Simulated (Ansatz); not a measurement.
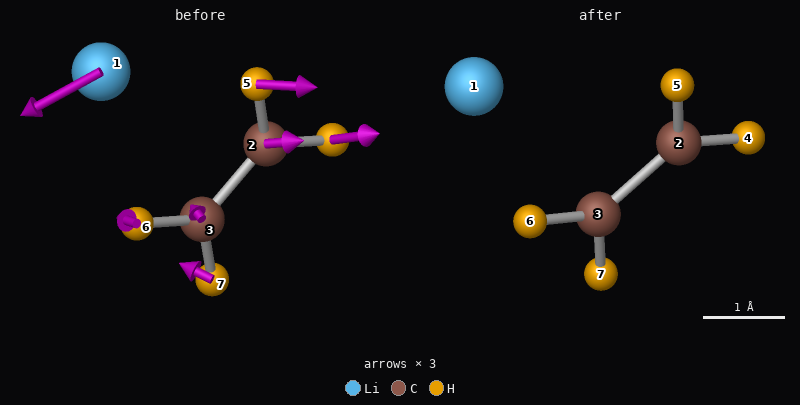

The structure of C$_{2}$H$_{4}$Li (multiplicity 2) before (left) and after (right) a relaxation, at one scale. The purple arrows give the displacements, 3 times their true length.

The picture is a ball-and-stick view, seen at a tilt.

It is one of the separated reactants of a reaction.

Theory: Ansatz, UKS PBE-D4/def2-SVP. (force threshold 0.03 eV/Å; at most 250 steps)

**Describe what moved and what it gained.**

Li1 moves most after the best rigid fit: 0.40 Å. By element the largest moves are Li 0.40 Å, H 0.26 Å, C 0.18 Å. Among the contacts that change: Li1–C2 2.728 → 3.172 Å, C2–C3 1.230 → 1.353 Å, C2–H4 1.131 → 1.102 Å. Among the angles between lasting bonds that change: H6–C3–H7 124.3° → 116.3°, H4–C2–H5 123.6° → 116.6°, C2–C3–H6 117.8° → 121.7°. After 7 accepted moves (8 points after the start) the energy has fallen by 71.3 kJ/mol. Largest force component: 9.1 eV/Å at the start, 0.028 eV/Å at the end. The line search rejected the trial step at point 2 of the run.

Limits of the set-up: the start holds two separate molecules, 2.7 Å apart at their closest, whose relative position is a soft coordinate.
